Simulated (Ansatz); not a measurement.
# Run report: CH5AlFGaO, single-point calculation

System: CH5AlFGaO, SMILES [OH][Al]([GaH2])[CH2]F.
Method: RKS PBE-D4/def2-TZVPP (Ansatz 0.2.0).

The geometry comes from this level: PBE0-D4/def2-TZVP. Figures and captions count atoms from 1; the log counts them from 0 in places.

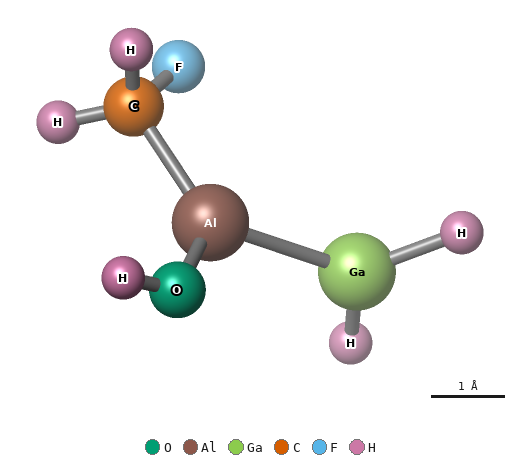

Fig. 1: The input geometry (ball-and-stick view, seen at a tilt). Sticks mark near contacts. Bond lengths as drawn: Al–C 1.99 Å, Al–Ga 2.51 Å, Al–O 1.70 Å, C–F 1.41 Å, C–H 1.10 Å, Ga–H 1.58 Å and H–O 0.96 Å.

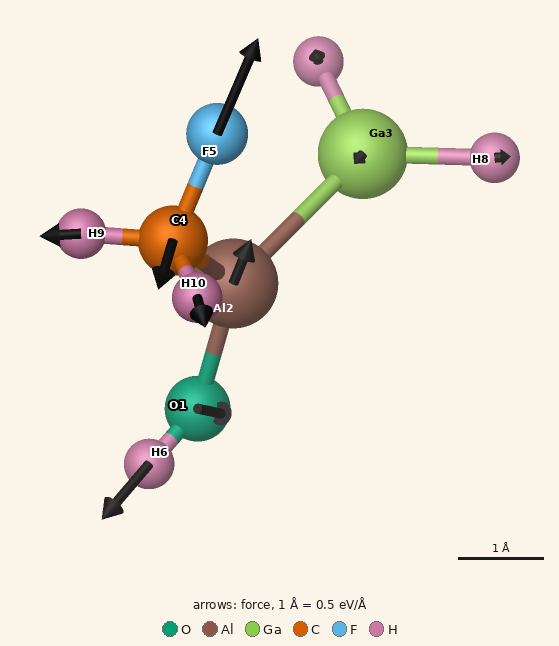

Fig. 2: Forces on the atoms as black arrows (ball-and-stick view, seen at a tilt; atoms are numbered from 1 in the order of the input). The largest act on F5 (0.63 eV/Å); H6 (0.47 eV/Å); O1 (0.43 eV/Å); C4 (0.33 eV/Å), among others. The geometry is not a stationary point of this energy.

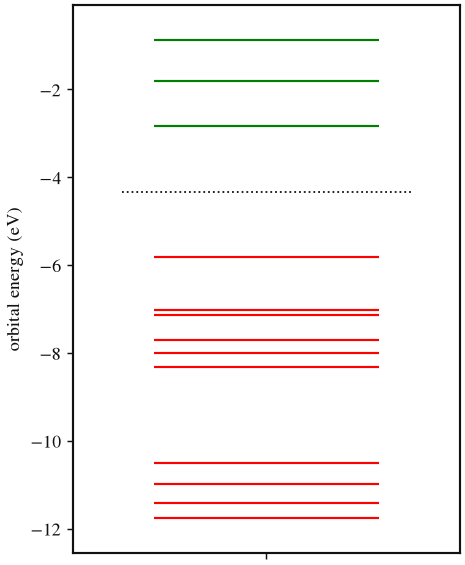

Fig. 3: Orbital energies near the frontier; the dotted line parts filled from empty levels, and levels within 0.02 eV of each other stand side by side. Highest filled −5.81 eV, lowest empty −2.83 eV, 2.98 eV apart.

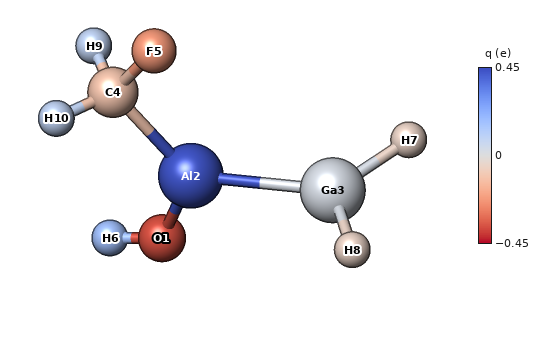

Fig. 4: Mulliken charges, as the colour of each atom (ball-and-stick view, seen at a tilt; atoms are numbered from 1 in the order of the input; Mulliken charges depend strongly on the basis). By element: O −0.36, Al +0.43, Ga +0.02, C −0.11, F −0.22 and H −0.05 to +0.17 e.

These pictures come from the run below.

### Input file
```yaml
crystal:
  periodic: [false, false, false]
  atoms:
    - {symbol: O, position_ang: [-2.245485, -0.218061, 0.061079]}
    - {symbol: Al, position_ang: [-0.550000, -0.094299, 0.017132]}
    - {symbol: Ga, position_ang: [0.832820, -2.188626, 0.067556]}
    - {symbol: C, position_ang: [0.322223, 1.692503, -0.074569]}
    - {symbol: F, position_ang: [1.712365, 1.468570, -0.096774]}
    - {symbol: H, position_ang: [-2.863975, 0.510210, 0.046428]}
    - {symbol: H, position_ang: [1.273893, -2.943248, -1.246410]}
    - {symbol: H, position_ang: [1.339647, -2.836948, 1.414116]}
    - {symbol: H, position_ang: [0.069476, 2.269180, -0.972639]}
    - {symbol: H, position_ang: [0.109025, 2.340718, 0.784081]}
basis:
  gaussian: {orbitals: def2-TZVPP}
hamiltonian: {xc: pbe, dispersion: d4}
output: {forces: true, orbitals: {seedname: orbitals}}
```

Launched with:
```bash
ansatz run in.yaml --threads 4 --pin off --events-out ev --progress --plain --max-ram 10444MiB
```

### The program's output
```
Functional definition: PBE
  name "PBE"
  cite "Perdew, Burke & Ernzerhof, Phys. Rev. Lett. 77, 3865 (1996) doi:10.1103/PhysRevLett.77.3865"
  parent pbe
  parameter kappa = 0.804
  parameter beta = 0.06672455060314922
  exchange = pbe_x(kappa = kappa, mu = beta*pi^2/3)
  correlation = pbe_c(beta = beta)
1419 factors; their error is unknown
mean field evaluation 1: about -64829.5627 eV, gradient 8.8e1 eV
mean field evaluation 2: about -64695.5952 eV, gradient 2.1e2 eV
mean field evaluation 4: about -64842.4668 eV, gradient 1.4e1 eV
mean field evaluation 8: about -64842.9897 eV, gradient 3.0e-1 eV
mean field evaluation 16: about -64842.9648 eV, gradient 5.4e-3 eV
mean field -64842.96476906 eV, -2382.9350031228 hartree, gradient 3.7e-5 eV, S^2 0.000000; 0 other end points of the search recorded, 0 dependent functions left out
the calculation of the forces begins
reference -64842.96482098 eV, -2382.9350050308 hartree; 36, 36 occupied and 217, 217 virtual orbitals, 1419 factors
Total energy: -64843.15185860 eV, -2382.9418785366 hartree
Atom 0 at    -2.245485    -0.218061     0.061079 Å, force    -0.115225    -0.417658     0.019399 eV/Å
Atom 1 at    -0.550000    -0.094299     0.017132 Å, force     0.291789    -0.040764    -0.005184 eV/Å
Atom 2 at     0.832820    -2.188626     0.067556 Å, force    -0.056133     0.064840    -0.001211 eV/Å
Atom 3 at     0.322223     1.692503    -0.074569 Å, force    -0.332374    -0.018556     0.007860 eV/Å
Atom 4 at     1.712365     1.468570    -0.096774 Å, force     0.621839    -0.115947    -0.009379 eV/Å
Atom 5 at    -2.863975     0.510210     0.046428 Å, force    -0.313888     0.352204    -0.006684 eV/Å
Atom 6 at     1.273893    -2.943248    -1.246410 Å, force     0.036383    -0.053311    -0.073285 eV/Å
Atom 7 at     1.339647    -2.836948     1.414116 Å, force     0.039722    -0.047250     0.075491 eV/Å
Atom 8 at     0.069476     2.269180    -0.972639 Å, force    -0.090204     0.130668    -0.192991 eV/Å
Atom 9 at     0.109025     2.340718     0.784081 Å, force    -0.081908     0.145776     0.185984 eV/Å
Dipole moment:    -0.396696     0.345848    -0.004517 e Å
```

### Results in brief

```json
{"quantity": "outcome", "value": "converged"}
{"quantity": "total energy", "value": "−64843.1519 eV"}
{"quantity": "mean-field energy", "value": "−64842.9648 eV"}
{"quantity": "dispersion energy", "value": "−0.1870 eV"}
{"quantity": "SCF solution under orbital rotations", "value": "stable"}
{"quantity": "HOMO", "value": "−5.81 eV"}
{"quantity": "LUMO", "value": "−2.83 eV"}
{"quantity": "largest force (length of the vector)", "value": "0.633 eV/Å"}
{"quantity": "dipole moment", "value": "2.53 D"}
{"quantity": "hardware", "value": "4 threads of Arm Neoverse V2, 23 GiB of memory available, shared host"}
{"quantity": "wall time", "value": "3.1 s (CPU time 11 s)"}
{"quantity": "peak memory", "value": "0.34 GiB"}
```
